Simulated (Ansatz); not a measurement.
Cell of tetragonal WSi2 (1 1 0) on zinc-blende InSb (1 1 1) (film strained to the substrate, faces as cut), relaxed at this level with a, b, gamma of the cell held:

```
InWSbSi2
1.0
    4.69043    -0.00142     0.17620
    2.34241     4.06259     0.19242
    1.37164     0.66037    25.43809
In Sb Si W
4 4 8 4
Cartesian
  3.72852   0.41941   3.94152
  1.37733   1.73583   7.74199
  3.48617   2.88045  11.67488
  3.91748   0.89850  15.29353
  4.88801   0.90866   1.22834
  1.35833   1.75743   4.86685
  3.68359   3.06515   8.82475
  3.46262   0.15715  12.60291
  6.59675   2.99823  17.81045
  4.28518   4.33398  17.75388
  5.39747   0.95560  19.97982
  3.04432   2.31690  19.92940
  6.45795   2.93661  22.36108
  4.14289   4.28897  22.31378
  5.10376   0.71851  24.52045
  2.97662   2.25665  24.40870
  4.30659   1.70517  17.80803
  5.39419   3.67312  20.07708
  4.14515   1.57515  22.19797
  5.19432   3.59120  24.52050
```

The numbers are results of PBE (plane waves to 420 eV, PAW; Ansatz, a first-principles code), not measurements. Scalar-relativistic, without spin–orbit coupling; the runs are not spin-polarised. Its k-point mesh 8×8×1, Fermi–Dirac width 0.05 eV.

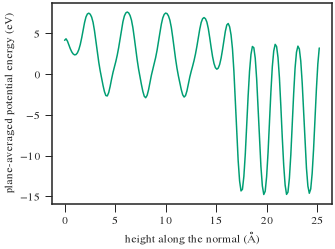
Figure: Smooth (PAW) electrostatic potential energy of an electron, averaged over planes, about its mean

The curve spans 22.4 eV over the stretch drawn.
